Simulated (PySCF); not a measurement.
# C$_{5}$H$_{6}$BN (charge −1, doublet): what the fields show

Input file:

```
{"job": {"kind": "epr", "basis": "pcH-1"}, "charge": -1, "multiplicity": 2}
B      2.382663    -0.461425     0.089630
C      0.892806    -0.274853     0.058127
C      0.289621     0.983478    -0.270522
C     -1.061584     1.156559    -0.297187
C     -1.894477     0.057106     0.011938
C     -1.252585    -1.137919     0.320133
N      0.039235    -1.335683     0.351681
H      3.107853     0.455202    -0.164487
H      2.886729    -1.501910     0.362237
H      0.948656     1.815612    -0.502338
H     -1.506853     2.118581    -0.551398
H     -2.975522     0.142230     0.010878
H     -1.860931    -2.016493     0.563580
```

Command:

```sh
OMP_NUM_THREADS=1 python probes_run.py task.json out
```

Geometry: GFN2-xTB.

Computed with UKS B3LYP, pcH-1 on B C H N, non-relativistic, mean-field spin-orbit, GIAO in PySCF.

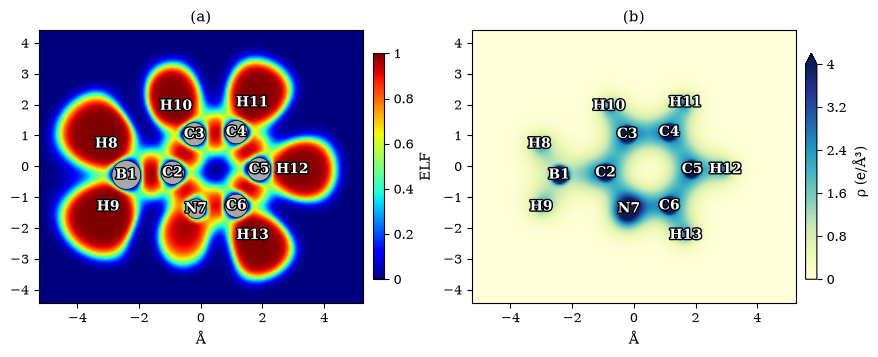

Figure 1. (a) electron localisation function; (b) total electron density on the molecular plane. Grey discs cover the atomic cores in the ELF map.

**Read the bonding off the picture.**

- Atoms in the plane: B, C, N and H.
- C–N (1.31 Å): ρ at the midpoint is about 2.6 e/Å³; the ELF peaks at about 0.90 between the atoms: a covalent bond.
- C–C (1.36 Å): ρ at the midpoint is about 2.2 e/Å³; the ELF peaks at about 0.95 between the atoms: a covalent bond.
- C–B (1.50 Å): ρ at the midpoint is about 1.6 e/Å³; the ELF peaks at about 0.95 between the atoms (localised, covalent bonding).
- C–H (1.08 Å): ρ is about 2 e/Å³ halfway; the ELF climbs to about 1 towards the hydrogen, as it does in any bond to H: a covalent bond by its length.
- C–N (1.39 Å): ρ is about 2.2 e/Å³ halfway; the ELF peaks at about 0.90 between the atoms (localised, covalent bonding).
- The ELF also peaks beside N7, away from the bonds: non-bonding electrons, paired or unpaired.

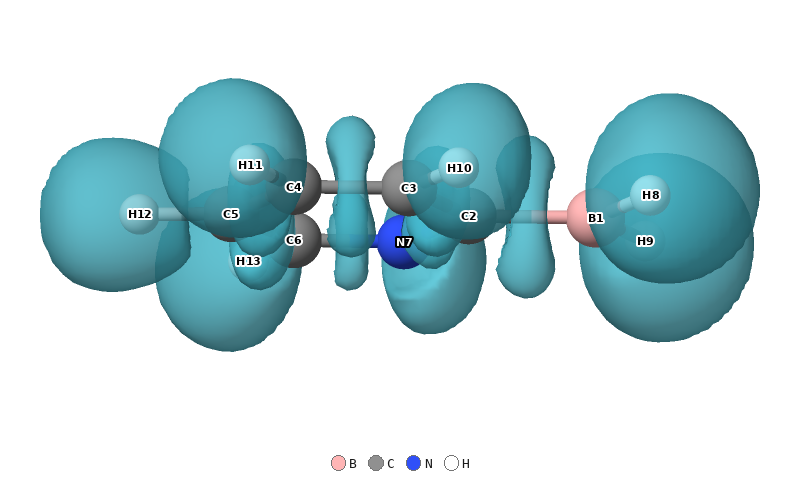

Figure 2. Isosurface of the electron localisation function at 0.8 (cyan), seen from one side. Core shells and regions of very low density are left out.

**Describe the localisation domains.**

The ELF exceeds this value in one region between bonded B–C atoms (shared pairs), four regions between bonded C–C atoms (shared pairs), two regions between bonded C–N atoms (shared pairs), six regions around hydrogen nuclei and one lobe on N, pointing away from the bonds (non-bonding electrons).

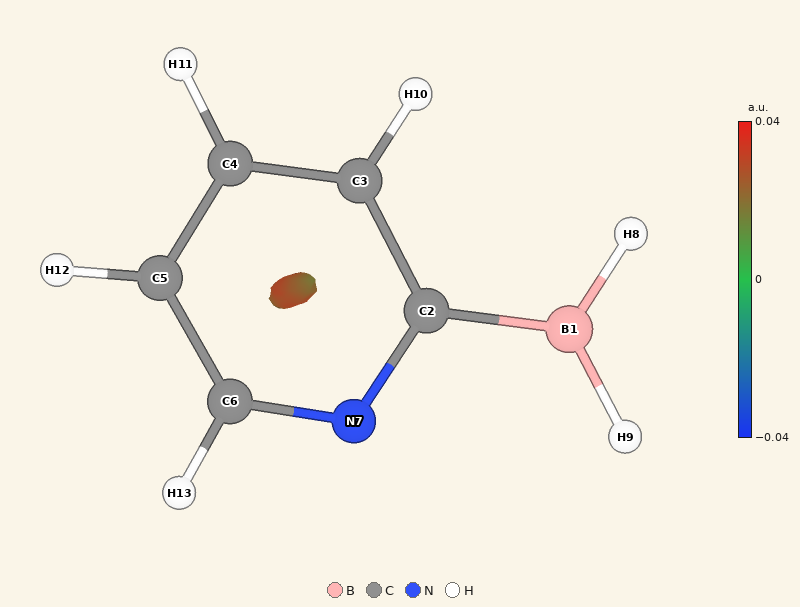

Figure 3. Non-covalent interaction (NCI) plot: the surface where the reduced density gradient is 0.5, for densities under 0.05 a.u., coloured by sign(λ₂)ρ; seen at a tilt.

**Which non-covalent interactions does the plot reveal?**

Inside the ring or cage of C2, C3, C4, C5, C6 and N7: steric crowding (red).
